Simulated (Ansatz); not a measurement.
# Calculations on Ag10HC

Part 1: Relaxation

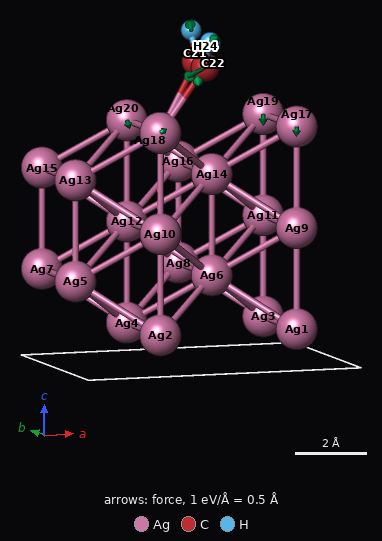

Starting geometry of a slab of composition Ag10HC with the computed forces as green arrows. A ball-and-stick model of the cell of the calculation, outlined in the plane, without the vacuum (origin shifted), seen slightly off an axis.

It is C2H2 on Ag(110), set down by a guess. The run prepares the start of a later molecular dynamics calculation, from a guessed geometry. 8 atoms are held fixed.

Computed with DFT LDA, scalar-relativistic, plane waves, PAW (Ansatz 0.2.0). (plane-wave cutoff 420 eV; k-point mesh 2 × 2 × 1; occupations fermi dirac; smearing width 0.15 eV; no spin polarisation; atoms relaxed in a fixed cell; force threshold 0.08 eV/Å; at most 25 steps)

**Is this structure relaxed? If not, where do the atoms go?**

It isn't relaxed: the largest force vector, on a C atom, is 3.18 eV/Å. The final displacements have little in common with the starting forces (cosine between the two patterns 0.11). Over 20 geometry steps the energy falls by 1.284 eV per cell of the calculation. The largest force component goes from 2.9 to 0.053 eV/Å. The largest move is that of an H atom, 1.73 Å at 81° to the normal (−c side). By element the largest moves are H 1.73 Å, C 1.66 Å, Ag 0.36 Å. The lattice vectors keep their values. Near-neighbour distances that change, for instance: Ag–C 3.106 → 2.112 Å, Ag–C 2.463 → 2.868 Å, Ag–Ag 2.892 → 2.686 Å, Ag–Ag 2.892 → 2.730 Å. New bonds form, among them: Ag–C (3.11 → 2.11 Å). Bond angles that change, for instance: Ag–C–C 82.4° → 113.4°, Ag–C–H 135.2° → 110.1°, C–C–H 131.2° → 136.6°. Cost: 2 min on 4 threads of INTEL(R) XEON(R) PLATINUM 8581C CPU @ 2.30GHz (Emerald Rapids), on a shared host, peak memory 3.2 GiB.

Limits of the set-up: the k-point mesh is coarse for a cell with partly filled bands; the program's low-accuracy preset was used; the periodic images lie only 5.8 Å apart, so the values are limited by the cell's size.

Part 2: Dynamics

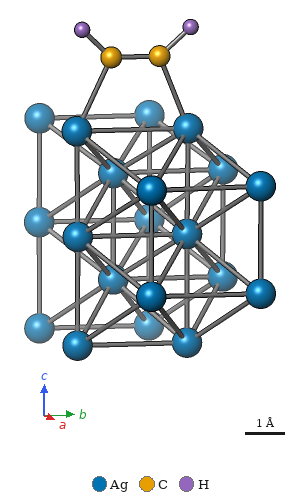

Starting frame of a dynamics run of C2H2 on Ag(110) (24 atoms in the cell). A ball-and-stick model of the simulation cell, with the vacuum cut short, seen slightly off an axis. Bonds to atoms that aren't drawn are left out.

Method: DFT LDA, scalar-relativistic, plane waves, PAW (Ansatz 0.2.0).

Input
```yaml
accuracy: low
crystal:
  lattice:
    - [8.18, 0.0, 0.0]
    - [0.0, 5.784133, 0.0]
    - [0.0, 0.0, 16.784133]
  atoms:
    - { symbol: Ag, position: [0.0, 0.0, 0.0595801] }
    - { symbol: Ag, position: [0.5, 0.0, 0.0595801] }
    - { symbol: Ag, position: [0.0, 0.5, 0.0595801] }
    - { symbol: Ag, position: [0.5, 0.5, 0.0595801] }
    - { symbol: Ag, position: [0.25, 0.25, 0.1457349] }
    - { symbol: Ag, position: [0.75, 0.25, 0.1457349] }
    - { symbol: Ag, position: [0.25, 0.75, 0.1457349] }
    - { symbol: Ag, position: [0.75, 0.75, 0.1457349] }
    - { symbol: Ag, position: [0.00024362, -0.00147748, 0.22290497] }
    - { symbol: Ag, position: [0.50067218, 0.00073077, 0.22691087] }
    - { symbol: Ag, position: [0.00024972, 0.50188908, 0.22289823] }
    - { symbol: Ag, position: [0.5006604, 0.49992122, 0.2268819] }
    - { symbol: Ag, position: [0.24959214, 0.25062129, 0.30933638] }
    - { symbol: Ag, position: [0.75271657, 0.25060176, 0.30936891] }
    - { symbol: Ag, position: [0.2535365, 0.7505219, 0.31094973] }
    - { symbol: Ag, position: [0.74927224, 0.75064809, 0.31111656] }
    - { symbol: Ag, position: [0.00188474, -0.00020024, 0.38291099] }
    - { symbol: Ag, position: [0.50029351, -0.00362073, 0.3895598] }
    - { symbol: Ag, position: [0.0018502, 0.50160921, 0.38290661] }
    - { symbol: Ag, position: [0.50110444, 0.5051191, 0.3894364] }
    - { symbol: C, position: [0.53707687, 0.361566, 0.5037879] }
    - { symbol: C, position: [0.536371, 0.1410908, 0.50374113] }
    - { symbol: H, position: [0.55211145, 0.49871272, 0.54806204] }
    - { symbol: H, position: [0.54953165, 0.00364975, 0.54817421] }
basis:
  ecutwfc: 420.0
kpoints:
  mp_grid: { grid: [2, 2, 1] }
hamiltonian:
  xc: lda
scf:
  occupations: { method: fermi_dirac, width: 0.15 }
  lower_state_search: "off"
md:
  timestep: 0.75
  n_steps: 300
  ensemble: nvt_langevin
  temperature: 900.0
  initial_velocities: maxwell_boltzmann
  seed: 807354
  friction: 0.02
  constraints: [{ sites: [0, 1, 2, 3, 4, 5, 6, 7] }]
```

Command:
```bash
ansatz run input.yaml --threads 4 --pin off --max-ram 10240MiB --backend cpu --events-out ev --progress --plain --runs-dir out
```

Question: What does the trajectory do?

Answer: Over the second half the temperature averages 837 K (spread ±121 K). The temperature is still climbing (679 K in the second quarter, 911 K in the last), so the run isn't equilibrated. The potential energy is still drifting at the end, so the run hasn't reached equilibrium. The potential energy in the second half lies on average 60.7 meV per atom above the first frame. Root-mean-square distances from the starting positions over the second half, with the common drift of all atoms taken out: H 0.99 Å, C 0.58 Å, Ag 0.26 Å. Against the typical shortest distance between atoms in the first frame, about 2.7 Å, the C and H atoms make wide excursions, while the Ag atoms stay at their sites; the run is too short to say whether this is diffusion. 1 of the 16 free atoms end more than three quarters of that spacing from the start.

Along the run (each row but the first and the last is the mean over the interval that it begins):

```csv
time (fs),potential energy (meV/atom),T (K)
0.0,0.0,900
27.8,38.8,668
55.5,53.1,671
83.2,45.4,675
111.0,37.5,825
138.8,52.0,691
166.5,71.2,915
194.2,79.1,918
222.0,73.7,796
```

The paths of the atoms:

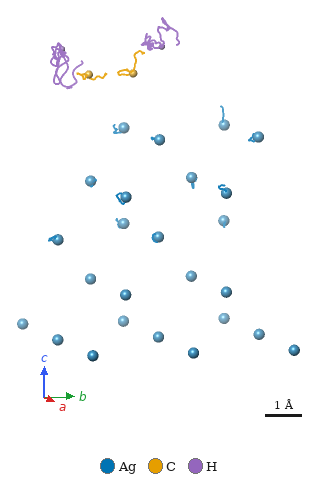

Limits of the set-up: the k-point mesh is coarse for a cell with partly filled bands; the program's low-accuracy preset was used; the periodic images lie only 5.8 Å apart, so the values are limited by the cell's size.

Part 3: Dynamics

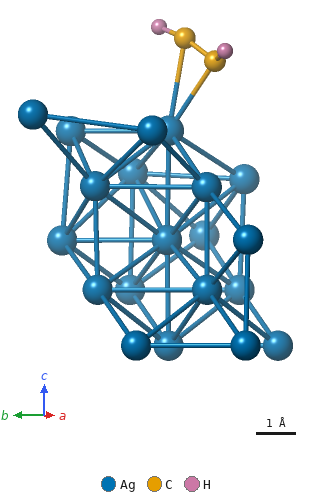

Starting frame of a dynamics run of C2H2 on Ag(110) (24 atoms in the cell). It starts from the last geometry of an earlier run, with fresh velocities. Style: ball-and-stick. Shown: the simulation cell, with the vacuum cut short, from a free direction. Bonds to atoms that aren't drawn are left out.

Level of theory: Ansatz 0.2.0, DFT LDA, scalar-relativistic, plane waves, PAW.

Input file:
```yaml
accuracy: low
crystal:
  lattice:
    - [8.18, 0.0, 0.0]
    - [0.0, 5.784133, 0.0]
    - [0.0, 0.0, 16.784133]
  atoms:
    - { symbol: Ag, position: [0.0, 0.0, 0.0595801] }
    - { symbol: Ag, position: [0.5, 0.0, 0.0595801] }
    - { symbol: Ag, position: [0.0, 0.5, 0.0595801] }
    - { symbol: Ag, position: [0.5, 0.5, 0.0595801] }
    - { symbol: Ag, position: [0.25, 0.25, 0.1457349] }
    - { symbol: Ag, position: [0.75, 0.25, 0.1457349] }
    - { symbol: Ag, position: [0.25, 0.75, 0.1457349] }
    - { symbol: Ag, position: [0.75, 0.75, 0.1457349] }
    - { symbol: Ag, position: [0.02930584, -0.00292246, 0.22268977] }
    - { symbol: Ag, position: [0.50598534, -0.01182732, 0.22199329] }
    - { symbol: Ag, position: [-0.02440867, 0.47760782, 0.22978343] }
    - { symbol: Ag, position: [0.50411944, 0.50855578, 0.22263647] }
    - { symbol: Ag, position: [0.2643672, 0.25582521, 0.30391855] }
    - { symbol: Ag, position: [0.75314128, 0.22883053, 0.31636011] }
    - { symbol: Ag, position: [0.26268777, 0.76563594, 0.30539681] }
    - { symbol: Ag, position: [0.76018742, 0.73913033, 0.32574743] }
    - { symbol: Ag, position: [0.01851956, -0.02267667, 0.41581682] }
    - { symbol: Ag, position: [0.52241727, -0.04658226, 0.39046467] }
    - { symbol: Ag, position: [0.0481435, 0.44106143, 0.39114384] }
    - { symbol: Ag, position: [0.49379555, 0.49657519, 0.3912447] }
    - { symbol: C, position: [0.49334109, 0.42393152, 0.5338257] }
    - { symbol: C, position: [0.42015602, 0.26446683, 0.49836476] }
    - { symbol: H, position: [0.5715115, 0.56481691, 0.55112891] }
    - { symbol: H, position: [0.30608975, 0.18465674, 0.51394376] }
basis:
  ecutwfc: 150.0
kpoints:
  mp_grid: { grid: [2, 2, 1] }
hamiltonian:
  xc: lda
scf:
  occupations: { method: fermi_dirac, width: 0.15 }
  lower_state_search: "off"
  max_iter: 92
md:
  timestep: 0.5
  n_steps: 200
  ensemble: nve
  temperature: 1350.0
  initial_velocities: maxwell_boltzmann
  seed: 723721
  constraints: [{ sites: [0, 1, 2, 3, 4, 5, 6, 7] }]
```

Launched with:
```bash
ansatz run input.yaml --threads 4 --pin off --max-ram 10240MiB --backend cpu --events-out ev --progress --plain --runs-dir out
```

**Predict how the run goes.**

Over the second half the temperature averages 2389 K (spread ±217 K). It is well above the start because potential energy is released as heat. The potential energy in the second half lies on average 89.5 meV per atom below the first frame. In the second half of the run the atoms are, in the root-mean-square, this far from where they began (common drift taken out): H 1.06 Å, C 0.58 Å, Ag 0.42 Å. The run lasts only 100 fs, too short to tell vibration from diffusion. The total energy stays between −0.024 and 0.11 meV per atom of its start. A straight-line fit has a slope that amounts to −0.018 meV per atom over 100 fs (under 0.1 % of the mean kinetic energy), its mean offset in the second half is under 0.1 %, and the ripple about the line is under 0.1 % of the kinetic energy's fluctuation. With a drift under 2 % and a ripple under 7 %, the integration is accurate. The plane-wave cutoff is below what these potentials need, so energies and forces are off.

Along the run (each row but the first and the last is the mean over the interval that it begins):

```tsv
time (fs)	potential energy (meV/atom)	T (K)
0.0	0.0	1350
12.5	-37.3	1783
25.0	-138.7	2959
37.5	-154.2	3140
50.0	-94.1	2443
62.5	-68.9	2151
75.0	-102.1	2535
87.5	-94.2	2443
100.0	-57.1	2013
```

The paths of the atoms:

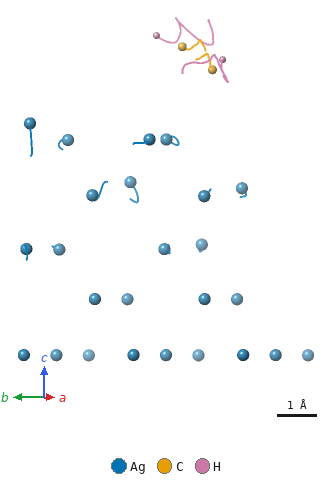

Limits of the set-up: the k-point mesh is coarse for a cell with partly filled bands; the cutoff lies below the recommended one; the program's low-accuracy preset was used; the periodic images lie only 5.8 Å apart, so the values are limited by the cell's size.

The run took 3.2 min on 4 threads of INTEL(R) XEON(R) PLATINUM 8581C CPU @ 2.30GHz (Emerald Rapids), with other jobs on the host, peak memory 1 GiB.
